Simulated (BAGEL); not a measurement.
# doublet [SiHF3]+: levels of theory compared

We compute a comparison of 3 runs (UHF/STO-3G, ROHF/6-31G*, ROHF/6-311+G**) of doublet [SiHF3]+. 

Program for the calculation: BAGEL 1.2.2.

2 further runs of the same task are left out: 2 that didn't finish. Runs told in other sessions of the task aren't counted.

## Step 1: The structure to begin with

[SiHF3]+: 5 atoms, total charge +1, spin state doublet. As SMILES of the parent species, `[H][Si](F)(F)F`. The coordinates come from a GFN2-xTB relaxation. That shape belongs to the parent species and isn't relaxed for this state.

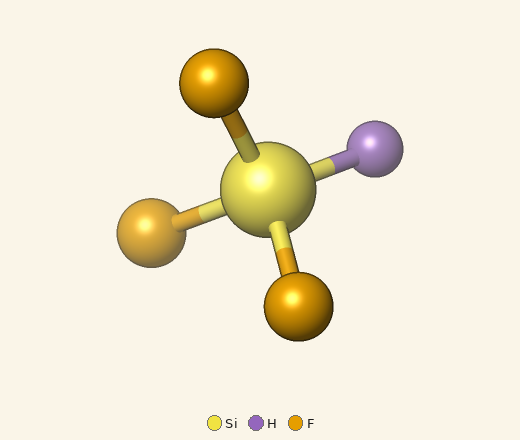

The structure, seen from a chosen angle (silicon yellow, hydrogen purple, fluorine amber).

## Step 2: The energy at UHF/STO-3G (density fitting with qzvpp-jkfit) (run 1)

The input, input.json:

```json
{ "bagel" : [

{
  "title" : "molecule",
  "basis" : "sto-3g",
  "df_basis" : "qzvpp-jkfit",
  "angstrom" : true,
  "geometry" : [
    { "atom" : "Si", "xyz" : [       0.000340,      -0.000830,       0.089700 ] },
    { "atom" : "H", "xyz" : [       0.013020,      -0.018610,       1.516860 ] },
    { "atom" : "F", "xyz" : [       1.447640,       0.010870,      -0.544430 ] },
    { "atom" : "F", "xyz" : [      -0.734060,       1.260040,      -0.516490 ] },
    { "atom" : "F", "xyz" : [      -0.726940,      -1.251460,      -0.545640 ] }
  ]
},

{ "title" : "uhf", "charge" : 1, "nopen" : 1 },

{ "title" : "print", "file" : "orbitals.molden", "orbitals" : true }

]}
```

The run is started by

```
$ BAGEL_NUM_THREADS=1 BAGEL input.json > input.out
```

The program printed:

```text
* using 1 threads per process

  ===============================================================
  ===============================================================

  *** Geometry ***

  { "atom" : "Si", "xyz" : [      0.000643,     -0.001568,      0.169508 ] },
  { "atom" : "H", "xyz" : [      0.024604,     -0.035168,      2.866450 ] },
  { "atom" : "F", "xyz" : [      2.735643,      0.020541,     -1.028824 ] },
  { "atom" : "F", "xyz" : [     -1.387172,      2.381131,     -0.976025 ] },
  { "atom" : "F", "xyz" : [     -1.373718,     -2.364917,     -1.031110 ] },

  Number of auxiliary basis functions:      377

  Since a DF basis is specified, we compute 2- and 3-index integrals:
    o Being stored without compression. Storage requirement is 0.002 GB

  Number of basis functions:       25
  Number of electrons      :       42

    * METHOD: MOLECULE                             0.09

  *** Open-shell HF ***

  === Nuclear Repulsion ===
   188.6278466158

      * DIIS with orbital gradients will be used.

  === UHF iteration (sto-3g) ===
      0       -579.80299015          0.04619225           0.02
      1       -579.95495187          0.01271668           0.02
      2       -579.96601601          0.00264255           0.02
      3       -579.96764208          0.00116181           0.02
      4       -579.96840472          0.00040814           0.02
      5       -579.96853092          0.00013412           0.02
      6       -579.96854282          0.00009791           0.02
      7       -579.96854574          0.00010572           0.02
      8       -579.96853845          0.00007022           0.02
      9       -579.96853651          0.00003789           0.02
[... 48 lines of this table left out ...]
     58       -579.96853661          0.00000001           0.02
     59       -579.96853661          0.00000001           0.02
     60       -579.96853661          0.00000001           0.02
     61       -579.96853661          0.00000001           0.02
    * SCF iteration converged.

    * S^2 (UHF) is 0.8109

    * Permanent dipole moment:
           (   -0.007855,     0.014094,    -1.302745) a.u.

    * METHOD: UHF                                  1.38

    * METHOD: PRINT                                0.00

  ===============================================================
```

Run time: 1.6 s. Hardware: 1 thread of Arm Neoverse V1, shared host; peak memory 0.085 GiB.

## Step 3: A single-point energy at ROHF/6-31G(d) (density fitting with qzvpp-jkfit, spherical functions) (run 2)

The input, job.json:

```json
{ "bagel": [

{
  "title": "molecule",
  "basis": "6-31gs.json",
  "df_basis": "qzvpp-jkfit",
  "angstrom": true,
  "geometry": [
    { "atom": "Si", "xyz": [       0.000340,      -0.000830,       0.089700 ] },
    { "atom": "H", "xyz": [       0.013020,      -0.018610,       1.516860 ] },
    { "atom": "F", "xyz": [       1.447640,       0.010870,      -0.544430 ] },
    { "atom": "F", "xyz": [      -0.734060,       1.260040,      -0.516490 ] },
    { "atom": "F", "xyz": [      -0.726940,      -1.251460,      -0.545640 ] }
  ]
},

{ "title": "rohf", "charge": 1, "nopen": 1 },

{ "title": "print", "file": "orbitals.molden", "orbitals": true }

]}
```

The basis set 6-31G* is read from a file made from the Basis Set Exchange's data (not shown).

The run is started by

```
$ BAGEL_NUM_THREADS=1 BAGEL job.json > job.out
```

The program printed:

```text
* using 1 threads per process

  ===============================================================
  ===============================================================

  *** Geometry ***

  { "atom" : "Si", "xyz" : [      0.000643,     -0.001568,      0.169508 ] },
  { "atom" : "H", "xyz" : [      0.024604,     -0.035168,      2.866450 ] },
  { "atom" : "F", "xyz" : [      2.735643,      0.020541,     -1.028824 ] },
  { "atom" : "F", "xyz" : [     -1.387172,      2.381131,     -0.976025 ] },
  { "atom" : "F", "xyz" : [     -1.373718,     -2.364917,     -1.031110 ] },

  Number of auxiliary basis functions:      377

  Since a DF basis is specified, we compute 2- and 3-index integrals:
    o Being stored without compression. Storage requirement is 0.012 GB

  Number of basis functions:       62
  Number of electrons      :       42

    * METHOD: MOLECULE                             0.12

  *** Open-shell HF ***

  === Nuclear Repulsion ===
   188.6278466158

      * DIIS with orbital gradients will be used.

  === ROHF iteration (6-31gs.json) ===
      0       -587.13098226          0.06506346           0.06
      1       -587.31690436          0.04684248           0.06
      2       -587.39682295          0.03152266           0.06
      3       -587.46424098          0.00183476           0.06
      4       -587.46501947          0.00105831           0.06
      5       -587.46562662          0.00042152           0.06
      6       -587.46586439          0.00010134           0.06
      7       -587.46600129          0.00003676           0.06
      8       -587.46600647          0.00001707           0.06
      9       -587.46600749          0.00000498           0.06
     10       -587.46600749          0.00000211           0.06
     11       -587.46600854          0.00000083           0.06
     12       -587.46600837          0.00000031           0.06
     13       -587.46600850          0.00000005           0.06
     14       -587.46600844          0.00000002           0.06
     15       -587.46600843          0.00000001           0.06
     16       -587.46600843          0.00000000           0.06
    * SCF iteration converged.

    * S^2 (ROHF) is 0.7500

    * Permanent dipole moment:
           (   -0.021764,     0.031699,    -2.662618) a.u.

    * METHOD: ROHF                                 1.13

    * METHOD: PRINT                                0.01

  ===============================================================
```

It took 1.4 s on 1 thread of Arm Neoverse V1, shared host; peak memory 0.085 GiB.

## Step 4: A single-point energy at ROHF/6-311+G(d,p) (density fitting with qzvpp-jkfit) (run 3)

The input, input.json:

```json
{ "bagel": [

{
  "title": "molecule",
  "basis": "6-311+gss.json",
  "df_basis": "qzvpp-jkfit",
  "angstrom": true,
  "geometry": [
    { "atom": "Si", "xyz": [    0.000340,   -0.000830,    0.089700 ] },
    { "atom": "H", "xyz": [    0.013020,   -0.018610,    1.516860 ] },
    { "atom": "F", "xyz": [    1.447640,    0.010870,   -0.544430 ] },
    { "atom": "F", "xyz": [   -0.734060,    1.260040,   -0.516490 ] },
    { "atom": "F", "xyz": [   -0.726940,   -1.251460,   -0.545640 ] }
  ]
},
{ "title": "rohf", "charge": 1, "nopen": 1 },
{ "title": "print", "file": "orbitals.molden", "orbitals": true }

]}
```

The basis set 6-311+G** is read from a file made from the Basis Set Exchange's data (not shown).

The run is started by

```
$ BAGEL_NUM_THREADS=1 BAGEL input.json > input.out
```

The program printed:

```text
* using 1 threads per process

  ===============================================================
  ===============================================================

  *** Geometry ***

  { "atom" : "Si", "xyz" : [      0.000643,     -0.001568,      0.169508 ] },
  { "atom" : "H", "xyz" : [      0.024604,     -0.035168,      2.866450 ] },
  { "atom" : "F", "xyz" : [      2.735643,      0.020541,     -1.028824 ] },
  { "atom" : "F", "xyz" : [     -1.387172,      2.381131,     -0.976025 ] },
  { "atom" : "F", "xyz" : [     -1.373718,     -2.364917,     -1.031110 ] },

  Number of auxiliary basis functions:      377

  Since a DF basis is specified, we compute 2- and 3-index integrals:
    o Being stored without compression. Storage requirement is 0.031 GB

  Number of basis functions:      102
  Number of electrons      :       42

    * METHOD: MOLECULE                             0.15

  *** Open-shell HF ***

  === Nuclear Repulsion ===
   188.6278466158

      * DIIS with orbital gradients will be used.

  === ROHF iteration (6-311+gss.json) ===
      0       -587.07407450          0.07424890           0.12
      1       -587.29635292          0.06196159           0.12
      2       -587.43224299          0.04390959           0.12
      3       -587.56653574          0.00206375           0.12
      4       -587.56780776          0.00116909           0.12
      5       -587.56879572          0.00054793           0.12
      6       -587.56914675          0.00013176           0.12
      7       -587.56936513          0.00004690           0.12
      8       -587.56937682          0.00002260           0.12
      9       -587.56937599          0.00000717           0.12
     10       -587.56937639          0.00000226           0.12
     11       -587.56937716          0.00000108           0.12
     12       -587.56937708          0.00000025           0.12
     13       -587.56937722          0.00000012           0.12
     14       -587.56937722          0.00000005           0.12
     15       -587.56937721          0.00000002           0.12
     16       -587.56937720          0.00000001           0.12
     17       -587.56937720          0.00000000           0.12
    * SCF iteration converged.

    * S^2 (ROHF) is 0.7500

    * Permanent dipole moment:
           (   -0.022559,     0.032804,    -2.755614) a.u.

    * METHOD: ROHF                                 2.28

    * METHOD: PRINT                                0.02

  ===============================================================
```

Run time: 2.6 s. Hardware: 1 thread of Arm Neoverse V1, shared host; peak memory 0.11 GiB.

## Step 5: All runs side by side

```tsv
run	level	energy (Eh)	⟨S²⟩	wall time
1	UHF/STO-3G (density fitting with qzvpp-jkfit)	-579.968537	0.811	1.6 s
2	ROHF/6-31G* (density fitting with qzvpp-jkfit, spherical functions)	-587.466008	0.750	1.4 s
3	ROHF/6-311+G** (density fitting with qzvpp-jkfit)	-587.569377	0.750	2.6 s
```

## Step 6: What came out

| quantity | value |
| --- | --- |
| run 3: total energy | -587.56938 Eh |
| run 3: ⟨S²⟩ | 0.750 |

In words: In run 1 the basis is minimal, so the values are rough. All runs together took 5.6 s, the longest 2.6 s.
